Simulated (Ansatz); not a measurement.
## Lattice dynamics of YbB2 (P6/mmm)

How does YbB2 (P6/mmm) vibrate, and is this structure a minimum?

Program: Ansatz 0.2.0. Level of theory: DFT PBEsol, scalar-relativistic, plane waves, PAW. Results are calculated unless marked as measured.

**1. Starting point**

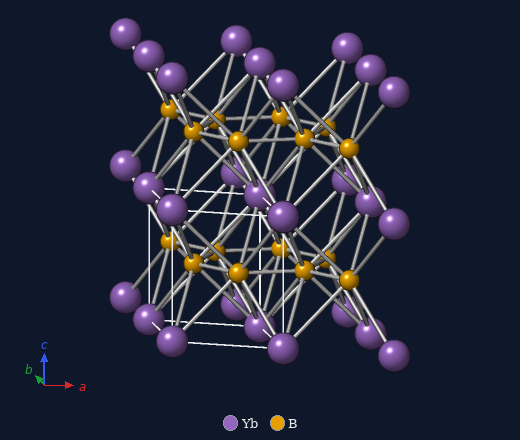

Start, viewed slightly off an axis; ytterbium purple, boron orange. 2×2×2 cells are drawn. Some periodic images of atoms are drawn too.

**2. Relaxation**

The cell and atoms are relaxed, since residual forces and stress would shift the frequencies.

input.yaml reads:

```yaml
crystal:
  lattice:
    - [3.2503, 0.0, 0.0]
    - [-1.62515, 2.8148423699, 0.0]
    - [0.0, 0.0, 3.7315]
  atoms:
    - { symbol: Yb, position: [0.0, 0.0, 0.0] }
    - { symbol: B, position: [0.3333333333, 0.6666666667, 0.5] }
    - { symbol: B, position: [0.6666666667, 0.3333333333, 0.5] }
kpoints:
  mp_grid: { grid: [15, 15, 12] }
hamiltonian:
  xc: pbesol
scf:
  occupations: { method: gaussian, width: 0.1 }
output:
  forces: true
  stress: true
  eigenvalues: true
relax:
  adjacent_minimum: "off"
  f_tol: 0.005
  max_steps: 80
  cell: { stress_tol: 0.05 }
```

On the command line:

```sh
$ ansatz run input.yaml --threads 8 --pin off --max-ram 14336MiB --backend cpu --events-out ev --progress --plain --runs-dir out
```

Numbers of over 12 decimals in the logs are rounded to 6 here.

The log of the run:

```text
Engine: ansatz 0.2.0, x86_64-unknown-linux-gnu
Pseudopotentials: kind: paw
Pseudopotential: Yb, paw, valence charge 24, recommended cutoff 420 eV (normal), Yb.paw.azcp
Pseudopotential: B, paw, valence charge 3, recommended cutoff 420 eV (normal), B.paw.azcp
Functional definition: PBEsol
  exchange = pbesol_x
  correlation = pbesol_c
Crystal: 3 atoms, lattice volume = 34.140 Å³
Basis set: ecut = 420 eV, 709 PW (Γ), exchange–correlation on 48×48×50 points (8 copies of the dense FFT grid, shifted against one another)
Bands: 19, of which v1, the nominal top of the filled ones, is band 15 counted from 1 (14 counted from 0)
Symmetry: 24 space group operations
Space group: P6/mmm (ITA 191), of the structure as read, at distance tolerance 3.2e-5 Å
k-points: 189 of 2700
Non-local potential: Yb, projectors of the file, l = 0: 3, l = 1: 2, l = 2: 2, l = 3: 3
Non-local potential: B, projectors of the file, l = 0: 2, l = 1: 2, l = 2: 1
PAW form: soft (Blöchl's): semilocal exchange-correlation on the pseudo side does not see the compensation charge
PAW frozen core: Yb, regenerated for the run's functional, and the local potential with it (the file was generated under x = pbe(κ = 0.804, μ = 0.219515), c = pbe(β = 0.066725))
PAW frozen core: B, regenerated for the run's functional, and the local potential with it (the file was generated under x = pbe(κ = 0.804, μ = 0.219515), c = pbe(β = 0.066725))
PAW one-centre angular grid: Yb, 590 points (default); XC on 64 Gauss nodes
PAW one-centre angular grid: B, 110 points (default); XC on 64 Gauss nodes
Initial density: superposition of atomic densities (neutral atoms: chi_scale 0, normalization atom), corrected by the library's trained network
Initial wavefunctions: pseudopotential atomic-orbital guess
Functional: x = pbesol(κ = 0.804, μ = 0.123457), c = pbesol(β = 0.046)
SCF iter   1: F=—  HF=-13983.236058 eV  |F-HF|=—  |Δ(HF+E_count)|=         —  Δρ=9.93e-3  dr2=4.27e-2  ethr=1.77e-3  ⟨swp⟩=5.8  Hψ=18261  notcnv=0
preconditioner: auto → none  [metal: Δε(μ)=0.008 eV  Ē_g=11.028 eV  σ=0.100 eV  W_gap=0.04  n_scr=8 (ndim 8)  ℏωp=33.6 eV  f_vac=0.000  D(μ)=3.18/eV (n_scr^D=40)  sad-step TF]
SCF iter   2: F=—  HF=-13983.231997 eV  |F-HF|=—  |Δ(HF+E_count)|=   4.06e-3  Δρ=1.21e-2  dr2=5.55e-2  ethr=1.42e-4  ⟨swp⟩=1.9  Hψ=7153  notcnv=0  defer=1
SCF iter   3: F=—  HF=-13983.227446 eV  |F-HF|=—  |Δ(HF+E_count)|=   4.55e-3  Δρ=6.25e-3  dr2=1.41e-2  ethr=1.42e-4  ⟨swp⟩=1.0  Hψ=3601  notcnv=0  defer=1
SCF iter   4: F=—  HF=-13983.226195 eV  |F-HF|=—  |Δ(HF+E_count)|=   1.25e-3  Δρ=3.89e-4  dr2=5.67e-5  ethr=4.70e-5  ⟨swp⟩=2.1  Hψ=4315  notcnv=0  defer=1
SCF iter   5: F=—  HF=-13983.226238 eV  |F-HF|=—  |Δ(HF+E_count)|=   4.32e-5  Δρ=5.33e-4  dr2=7.33e-5  ethr=1.89e-7  ⟨swp⟩=2.6  Hψ=7216  notcnv=0  defer=1
SCF iter   6: F=—  HF=-13983.226227 eV  |F-HF|=—  |Δ(HF+E_count)|=   1.15e-5  Δρ=4.48e-5  dr2=5.46e-7  ethr=1.89e-7  ⟨swp⟩=2.1  Hψ=6168  notcnv=0  defer=1
SCF iter   7: F=-13983.226226 eV  HF=-13983.226226 eV  |F-HF|=1.11e-7  |Δ(HF+E_count)|=   2.48e-7  Δρ=1.45e-5  dr2=5.72e-8  ethr=3.33e-10  ⟨swp⟩=8.8  Hψ=23037  notcnv=0
SCF 1 converged in 7 iterations: F = -13983.226226 eV  dr2 = 5.72e-8
  greatest PAW one-centre occupation: 0.997 electrons in one spin orbital (limit 2), on the Yb atom at site 0 (counted from 0), in its partial waves of l = 0
relax step   1: F+E_penalty+E_count = -13983.22622636 eV  Δ(F+E_penalty+E_count) = +0.000e0 eV  max|allowed force component| = 2.899e-16 eV/Å  Δτ_max = 0.0000 Å  P = -2.638 GPa  Ω = 34.140 Å³  (7 SCF iters, dr2 threshold 1.00e-7 eV, accepted)
Crystal: 3 atoms, lattice volume = 33.932 Å³
Basis set: ecut = 420 eV, 685 PW (Γ), exchange–correlation on 48×48×50 points (8 copies of the dense FFT grid, shifted against one another)
Initial density: handed on by an earlier stage of this run
Initial wavefunctions: those handed on with the density
iter 1 solved again at ethr=1.51e-5 eV; its pass at ethr=3.10e-3 eV (dr2=4.54e-3 eV) is discarded
SCF iter   1: F=—  HF=-13983.245636 eV  |F-HF|=—  |Δ(HF+E_count)|=         —  Δρ=4.37e-3  dr2=4.27e-3  ethr=1.51e-5  ⟨swp⟩=2.8  Hψ=28246  notcnv=0
preconditioner: auto → none  [metal: Δε(μ)=0.016 eV  Ē_g=10.990 eV  σ=0.100 eV  W_gap=0.09  n_scr=8 (ndim 8)  ℏωp=33.7 eV  f_vac=0.000  D(μ)=3.40/eV (n_scr^D=52)]
SCF iter   2: F=—  HF=-13983.244732 eV  |F-HF|=—  |Δ(HF+E_count)|=   9.04e-4  Δρ=1.19e-3  dr2=3.30e-4  ethr=1.42e-5  ⟨swp⟩=2.0  Hψ=5616  notcnv=0
SCF iter   3: F=—  HF=-13983.244665 eV  |F-HF|=—  |Δ(HF+E_count)|=   6.72e-5  Δρ=6.29e-4  dr2=5.73e-5  ethr=1.10e-6  ⟨swp⟩=2.0  Hψ=6137  notcnv=0
SCF iter   4: F=—  HF=-13983.244630 eV  |F-HF|=—  |Δ(HF+E_count)|=   3.45e-5  Δρ=1.47e-4  dr2=4.09e-6  ethr=1.91e-7  ⟨swp⟩=2.4  Hψ=5940  notcnv=0
iter 5 did not close the SCF: its close was put off for the readings that it lacked (scf_convergence_deferred on its scf_iter line)
SCF iter   5: F=-13983.244630 eV  HF=-13983.244630 eV  |F-HF|=1.71e-9  |Δ(HF+E_count)|=   5.00e-7  Δρ=2.38e-5  dr2=7.47e-8  ethr=1.36e-8  ⟨swp⟩=2.3  Hψ=5930  notcnv=0
SCF iter   6: F=-13983.244630 eV  HF=-13983.244630 eV  |F-HF|=1.36e-10  |Δ(HF+E_count)|=   2.98e-8  Δρ=4.10e-6  dr2=2.27e-9  ethr=2.49e-10  ⟨swp⟩=5.8  Hψ=23474  notcnv=0
SCF 2 converged in 6 iterations: F = -13983.244630 eV  dr2 = 2.27e-9
relax step   2: F+E_penalty+E_count = -13983.24462978 eV  Δ(F+E_penalty+E_count) = -1.840e-2 eV  max|allowed force component| = 8.450e-16 eV/Å  Δτ_max = 0.0000 Å  P = -1.361 GPa  Ω = 33.932 Å³  energy of the carried Pulay correction = +1.151e-4 eV  (6 SCF iters, dr2 threshold 3.00e-7 eV, accepted)
Crystal: 3 atoms, lattice volume = 33.648 Å³
Basis set: ecut = 420 eV, 661 PW (Γ), exchange–correlation on 48×48×50 points (8 copies of the dense FFT grid, shifted against one another)
iter 1 solved again at ethr=1.42e-4 eV; its pass at ethr=3.10e-3 eV (dr2=4.26e-2 eV) is discarded
SCF iter   1: F=—  HF=-13983.250309 eV  |F-HF|=—  |Δ(HF+E_count)|=         —  Δρ=1.19e-2  dr2=4.22e-2  ethr=1.42e-4  ⟨swp⟩=2.0  Hψ=21547  notcnv=0
preconditioner: auto → none  [metal: Δε(μ)=0.003 eV  Ē_g=10.992 eV  σ=0.100 eV  W_gap=0.02  n_scr=8 (ndim 8)  ℏωp=33.9 eV  f_vac=0.000  D(μ)=3.86/eV (n_scr^D=58)]
SCF iter   2: F=—  HF=-13983.247874 eV  |F-HF|=—  |Δ(HF+E_count)|=   2.43e-3  Δρ=4.93e-3  dr2=8.96e-3  ethr=1.41e-4  ⟨swp⟩=1.7  Hψ=4717  notcnv=0
SCF iter   3: F=—  HF=-13983.247045 eV  |F-HF|=—  |Δ(HF+E_count)|=   8.29e-4  Δρ=2.54e-3  dr2=1.68e-3  ethr=2.99e-5  ⟨swp⟩=1.5  Hψ=4387  notcnv=0
SCF iter   4: F=—  HF=-13983.246917 eV  |F-HF|=—  |Δ(HF+E_count)|=   1.28e-4  Δρ=1.83e-4  dr2=8.19e-6  ethr=5.59e-6  ⟨swp⟩=1.8  Hψ=5485  notcnv=0
SCF iter   5: F=—  HF=-13983.246895 eV  |F-HF|=—  |Δ(HF+E_count)|=   2.11e-5  Δρ=6.68e-5  dr2=7.04e-7  ethr=2.73e-8  ⟨swp⟩=2.7  Hψ=7062  notcnv=0
SCF iter   6: F=—  HF=-13983.246896 eV  |F-HF|=—  |Δ(HF+E_count)|=   9.17e-7  Δρ=4.36e-5  dr2=4.71e-7  ethr=1.00e-9  ⟨swp⟩=8.7  Hψ=23810  notcnv=0
SCF iter   7: F=-13983.246896 eV  HF=-13983.246896 eV  |F-HF|=1.64e-8  |Δ(HF+E_count)|=   4.06e-8  Δρ=9.00e-6  dr2=2.20e-8  ethr=1.00e-9  ⟨swp⟩=4.5  Hψ=16831  notcnv=0
SCF 3 converged in 7 iterations: F = -13983.246896 eV  dr2 = 2.20e-8
relax step   3: F+E_penalty+E_count = -13983.24689628 eV  Δ(F+E_penalty+E_count) = -2.267e-3 eV  max|allowed force component| = 2.282e-16 eV/Å  Δτ_max = 0.0000 Å  P = -0.156 GPa  Ω = 33.648 Å³  energy of the carried Pulay correction = +3.510e-4 eV  (7 SCF iters, dr2 threshold 3.00e-7 eV, accepted)
[...]
relax step   4: F+E_penalty+E_count = -13983.24694605 eV  Δ(F+E_penalty+E_count) = -4.977e-5 eV  max|allowed force component| = 1.234e-16 eV/Å  Δτ_max = 0.0000 Å  P = +0.003 GPa  Ω = 33.612 Å³  energy of the carried Pulay correction = +3.805e-4 eV  (6 SCF iters, dr2 threshold 1.24e-7 eV, accepted)
Basis set: ecut = 420 eV, 661 PW (Γ), exchange–correlation on 48×48×54 points (8 copies of the dense FFT grid, shifted against one another)
Initial wavefunctions: pseudopotential atomic-orbital guess (no wavefunctions were taken with the density)
iter 1 solved again at ethr=1.91e-8 eV; its pass at ethr=3.10e-3 eV (dr2=5.73e-6 eV) is discarded
SCF iter   1: F=—  HF=-13983.246642 eV  |F-HF|=—  |Δ(HF+E_count)|=         —  Δρ=4.66e-5  dr2=7.72e-8  ethr=1.91e-8  ⟨swp⟩=5.1  Hψ=32873  notcnv=0
preconditioner: auto → none  [metal: Δε(μ)=0.014 eV  Ē_g=11.027 eV  σ=0.100 eV  W_gap=0.08  n_scr=8 (ndim 8)  ℏωp=33.9 eV  f_vac=0.000  D(μ)=3.50/eV (n_scr^D=52)]
SCF iter   2: F=—  HF=-13983.246641 eV  |F-HF|=—  |Δ(HF+E_count)|=   1.72e-6  Δρ=2.43e-5  dr2=2.81e-8  ethr=2.57e-10  ⟨swp⟩=2.1  Hψ=6365  notcnv=0
SCF iter   3: F=—  HF=-13983.246641 eV  |F-HF|=—  |Δ(HF+E_count)|=   5.97e-8  Δρ=5.26e-6  dr2=3.89e-9  ethr=9.36e-11  ⟨swp⟩=2.4  Hψ=5236  notcnv=0
SCF iter   4: F=—  HF=-13983.246641 eV  |F-HF|=—  |Δ(HF+E_count)|=  7.77e-10  Δρ=1.36e-6  dr2=1.11e-10  ethr=1.30e-11  ⟨swp⟩=2.1  Hψ=5740  notcnv=0
iter 5 did not close the SCF: its close was put off for the readings that it lacked (scf_convergence_deferred on its scf_iter line)
SCF iter   5: F=-13983.246641 eV  HF=-13983.246641 eV  |F-HF|=1.82e-12  |Δ(HF+E_count)|=  1.71e-10  Δρ=1.53e-7  dr2=1.84e-12  ethr=1.00e-12  ⟨swp⟩=2.0  Hψ=4671  notcnv=0
SCF iter   6: F=-13983.246641 eV  HF=-13983.246641 eV  |F-HF|=3.64e-12  |Δ(HF+E_count)|=  3.64e-12  Δρ=5.02e-8  dr2=4.09e-13  ethr=1.00e-12  ⟨swp⟩=6.3  Hψ=20471  notcnv=0
SCF 5 converged in 6 iterations: F = -13983.246641 eV  dr2 = 4.09e-13
relax step   5: F+E_penalty+E_count = -13983.24664061 eV  Δ(F+E_penalty+E_count) = +3.054e-4 eV  max|allowed force component| = 1.604e-16 eV/Å  Δτ_max = 0.0000 Å  P = -0.003 GPa  Ω = 33.612 Å³  stress off target by 1.84e-2 GPa  SCF on the basis re-selected at this cell (its energy is not comparable with the rows above)  (6 SCF iters)
basis re-selected at this cell: Δ(F+E_penalty+E_count) = +3.054e-4 eV, ΔP = -0.006 GPa vs the last step (what re-selecting the basis moved, of the pressure what is left beyond the Pulay correction that the steps carried, after the strain that the cell walked since its last selection, with what the two solves' SCF thresholds leave and, on support functions, any second-order correction that the steps lacked; it is no measure of the basis error at this ecutwfc). The dense FFT grid was sized anew with the basis: this SCF ran on 24×24×27 points, the steps before it on 24×24×25, so part of this shift can come from that change (see relax.cell in the input reference). [rest of the remark cut]
SCF converged after 6 iterations
Free energy (F): -13983.246641 eV
Harris-Foulkes:  -13983.246641 eV  (|F-HF|=3.64e-12)
Internal energy: -13983.229150 eV  (E = F + TS)
E sigma→0 (E₀):  -13983.237895 eV
Entropy (-TS):   -0.017491 eV (-5.830 meV/atom)
Fermi energy:    15.153218 eV
--- Per-component energies (eV) ---
  E_band       = 173.741265
  E_kinetic    = 468.022677
  E_local      = -5635.744945  (includes V_loc(G=0)·N_el)
  E_nonlocal   = 547.888651
  E_hartree    = 2475.112622
  E_xc         = -233.779051
  E_vxc        = -289.218688  (∫ρ·V_xc dr)
  E_paw        = -7372.377224  (= ΣΔE_a)
  E_vpaw       = 132.568276  (= ΣTr[D̂ρ^β])
  E_aug_tail   = -0.000003  (compensation charges beyond the density's cutoff)
  E_ewald      = -4233.510492
  E_core_change = 1.158616  (= ΣΔE_core)
  E_smearing   = -0.017491  (= −TS)
  E_closure    = 0.000000  (closes the sum)
  Σ components = -13983.246641   (vs F -13983.246641, Δ=0.00e0)
--- Forces (eV/Å), atoms counted from 1 ---
  atom   1  Yb     0.00000000     0.00000000     0.00000000
  atom   2  B      0.00000000    -0.00000000     0.00000000
  atom   3  B      0.00000000     0.00000000    -0.00000000
  max |Σ_I F_I| component: 1.48e-16 eV/Å
--- Stress (GPa, compression-positive) ---
       -0.014183       0.000000       0.000000
        0.000000      -0.014183       0.000000
        0.000000       0.000000       0.018364
  P = ⅓ Tr σ = -0.0033 GPa (-0.033 kbar)
--- Band table (eV; the first three rows and the last of 189) ---
  k-point 0: bands = [... 11 lower, 14.7596, 14.7739, 14.7739, 14.8170, 15.2449, 21.7691, 21.7691, 21.9150]
  k-point 1: bands = [... 11 lower, 14.7643, 14.8170, 14.9370, 14.9370, 15.6928, 21.2907, 21.2907, 21.5942]
  k-point 2: bands = [... 11 lower, 14.7777, 14.8170, 15.1904, 15.1904, 16.5325, 20.4127, 20.4127, 21.1334]
  k-point 188: bands = [... 11 lower, 14.7593, 14.7593, 14.7738, 14.7738, 14.8514, 21.7584, 23.9788, 24.3433]
--- Relaxed structure (4 steps of the walk, 4 accepted, 1 SCFs on fresh bases) ---
  F+E_penalty+E_count = -13983.24664061 eV   max|allowed force component| = 1.604e-16 eV/Å   (the final SCF, on the basis selected at the relaxed cell)
  cell:  # Å, volume = 33.6122 Å³
    - [3.201110, 0, 0.0]
    - [-1.600555, 2.772242, 0]
    - [0.0, 0, 3.787605]
  atoms:
    - { symbol: Yb, position: [0, 0, 0] }
    - { symbol: B, position: [0.333333, 0.666667, 0.5] }
    - { symbol: B, position: [0.666667, 0.333333, 0.5] }
```

Run time: 4.7 s. Hardware: 8 threads of Intel Xeon Platinum 8488C (Sapphire Rapids), shared host; peak memory 0.55 GiB.

Step by step:

```csv
step,energy less that of the first step (eV),largest force component (eV/Å),pressure (GPa),volume (Å³)
1,0.0000,0.0000,-2.64,34.14
2,-0.0184,0.0000,-1.36,33.93
3,-0.0207,0.0000,-0.16,33.65
4,-0.0207,0.0000,0.00,33.61
5*,-0.0204,0.0000,0.00,33.61
```

Relaxation steps marked * repeat the geometry before them on a plane-wave basis chosen anew for their cell, so energy and pressure can jump there.

The run keeps the 24 symmetry operations that it works with, so distortions that break them were not tested.

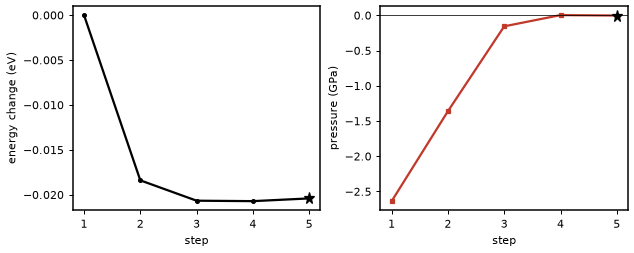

Energy and pressure along the relaxation. Stars mark steps on a basis chosen anew.

| conventional cell, symmetrised | before | after | change |
| --- | --- | --- | --- |
| a (Å) | 3.250 | 3.201 | -1.5 % |
| b (Å) | 3.250 | 3.201 | -1.5 % |
| c (Å) | 3.732 | 3.788 | +1.5 % |
| volume (Å³/atom) | 11.38 | 11.20 | -1.5 % |

Final coordinates:

```xyz
3
Lattice="3.2011 0.0000 0.0000 -1.6006 2.7722 0.0000 0.0000 0.0000 3.7876" Properties=species:S:1:pos:R:3 pbc="T T T"
Yb    0.0000    0.0000    0.0000
B     0.0000    1.8482    1.8938
B     1.6006    0.9241    1.8938
```

Numbers from this step:

| Property | Result |
| --- | --- |
| pressure | -0.003334 GPa |
| volume per atom | 11.20 Å³ |
| gap on the k-mesh | 0 eV |

In this step the volume went from 11.38 to 11.20 Å³/atom.

**3. Relaxing to small forces for the phonons**

Phonons need a cell at rest on their own settings, so the relaxation is repeated with tight tolerances on forces and stress on the k mesh and occupations of the first response run.

input.yaml reads:

```yaml
crystal:
  lattice:
    - [3.2011096661, 0.0, 0.0]
    - [-1.600554833, 2.7722422911, 0.0]
    - [0.0, 0.0, 3.7876049265]
  atoms:
    - { symbol: Yb, position: [0.0, 0.0, 0.0] }
    - { symbol: B, position: [0.3333333333, 0.6666666667, 0.5] }
    - { symbol: B, position: [0.6666666667, 0.3333333333, 0.5] }
kpoints:
  mp_grid: { grid: [15, 15, 12] }
hamiltonian:
  xc: pbesol
scf:
  occupations: { method: methfessel_paxton, width: 0.2 }
output:
  forces: true
  stress: true
  eigenvalues: true
  write_density: true
  write_potential: true
  elf: true
  volumetric_format: npy
relax:
  adjacent_minimum: "off"
  f_tol: 0.001
  max_steps: 60
  cell: { stress_tol: 0.01 }
```

The log of the run:

```text
[...]
Crystal: 3 atoms, lattice volume = 33.612 Å³
Basis set: ecut = 420 eV, 661 PW (Γ), exchange–correlation on 48×48×54 points (8 copies of the dense FFT grid, shifted against one another)
Bands: 19, of which v1, the nominal top of the filled ones, is band 15 counted from 1 (14 counted from 0)
Symmetry: 24 space group operations
[...]
k-points: 189 of 2700
[...]
--- Relaxed structure (4 steps of the walk, 4 accepted, 1 SCFs on fresh bases) ---
[...]
cell:  # Å, volume = 33.5175 Å³
    - [3.196553, -2.882650658126937e-11, 0.0]
    - [-1.598276, 2.768296, 0.0]
    - [0.0, 0.0, 3.787716]
  atoms:
    - { symbol: Yb, position: [0, 0, 0.0] }
    - { symbol: B, position: [0.333333, 0.666667, 0.500000] }
    - { symbol: B, position: [0.666667, 0.333333, 0.500000] }
[key lines of the parts left out:]
SCF converged after 6 iterations
Free energy (F): -13983.223725 eV
Fermi energy:    15.195959 eV
P = ⅓ Tr σ = -0.0017 GPa (-0.017 kbar)
```

The job ended after 4.6 s (8 threads; peak memory 0.53 GiB).

Step by step:

```csv
step,energy less that of the first step (eV),largest force component (eV/Å),pressure (GPa),volume (Å³)
1,0.0000,0.0000,-0.45,33.61
2,-0.0002,0.0000,0.01,33.51
3,-0.0003,0.0000,-0.01,33.52
4,-0.0003,0.0000,0.00,33.52
5*,-0.0002,0.0000,0.00,33.52
```

Relaxation steps marked * repeat the geometry before them on a plane-wave basis chosen anew for their cell, so energy and pressure can jump there.

Forces are held to the 24 operations that the run works with; a distortion that breaks them can't arise in this run.

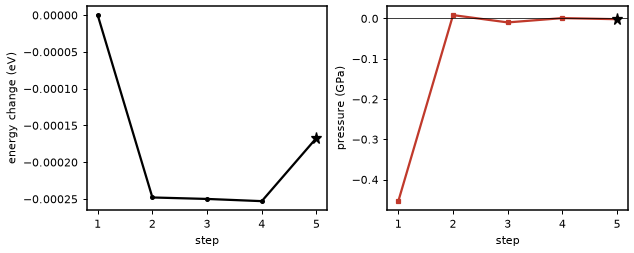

Energy and pressure along the relaxation. Stars mark steps on a basis chosen anew.

| conventional cell, symmetrised | before | after | change |
| --- | --- | --- | --- |
| a (Å) | 3.201 | 3.197 | -0.1 % |
| b (Å) | 3.201 | 3.197 | -0.1 % |
| c (Å) | 3.788 | 3.788 | +0.0 % |
| volume (Å³/atom) | 11.20 | 11.17 | -0.3 % |

Final coordinates:

```
Yb B
1.0
     3.19655    0.00000    0.00000
    -1.59828    2.76830    0.00000
     0.00000    0.00000    3.78772
Yb B
1 2
Direct
  0.00000 0.00000 0.00000
  0.33333 0.66667 0.50000
  0.66667 0.33333 0.50000
```

Numbers from this step:

```
pressure        : -0.001746 GPa
volume per atom : 11.17 Å³
```

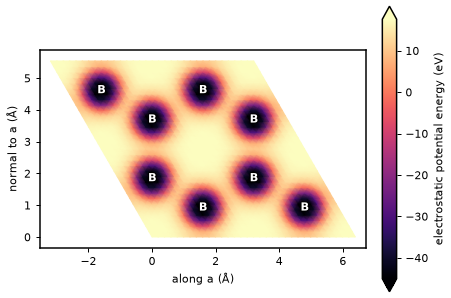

Electrostatic potential energy in the ab plane at fractional z = 0.500, with atoms of B within 0.2 Å of it. With pseudopotentials it is smooth inside the atoms' cores, unlike the true potential.

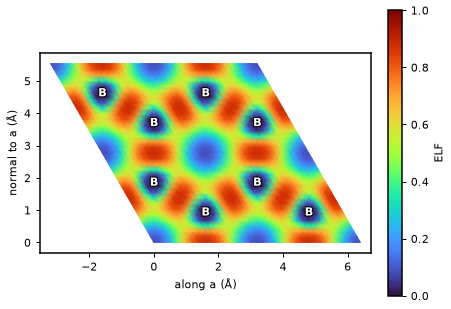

ELF in the ab plane at fractional z = 0.500, with atoms of B within 0.2 Å of it. It is the smooth field of the valence electrons, not physical close to the nuclei.

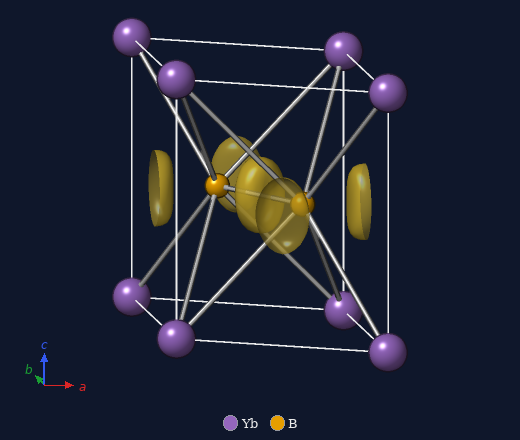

Surface of ELF = 0.81.

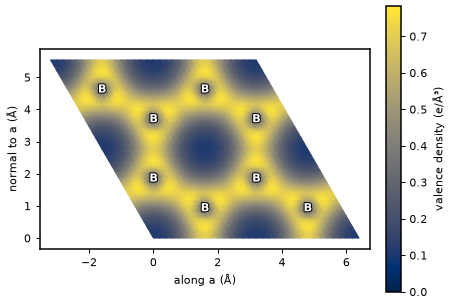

Valence density in the ab plane at fractional z = 0.500, with atoms of B within 0.2 Å of it. It is the smooth field of the valence electrons, not physical close to the nuclei.

The forces vanish by symmetry and the pressure is -0.002 GPa, within the tolerances set. The cell now holds 11.17 Å³/atom.

(Part 1 of 2 ends here.)

[Logs are printed without paths, hosts, clocks, repeated set-up lines and the standing remarks that a program may print on its own settings, such as how far it seeks lower states.]

[Hosts, paths, dates, database ids (printed as entryN), source tags and the programs' standing remarks are cut or masked in the printed files.]
